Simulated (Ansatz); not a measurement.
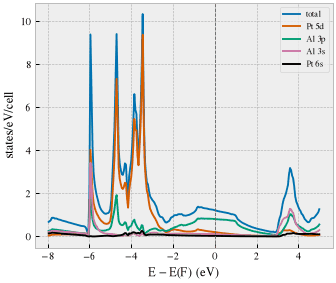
*Total and projected density of states of Al$_{2}$Pt (fluorite or antifluorite type, space group No. 225), PBE (plane waves, PAW; program Ansatz)*

### Question
Which orbitals carry the states next to the Fermi level?

### Answer
Within 0.5 eV of the Fermi level: Al 3p 66 %, Pt 5d 17 %, Al 3s 9 %, outside the projected shells 6 %. Projections are on Löwdin-orthogonalised atomic valence shells; empty p or d shells of many metals are not among them.

### Question
Where is the tallest occupied peak in this window, and what makes it?

### Answer
Near -3.4 eV, about 10 states/eV per cell; the largest projected share is Pt 5d.

Space group Fm-3m (fluorite or antifluorite type). Symmetry was held in the PBE relaxation; phonons on a q-mesh show no instability. No spin polarisation was allowed. Scalar-relativistic: spin–orbit coupling is off unless named, which matters more the heavier the elements.

Potentials: the later of the program's two PAW sets.
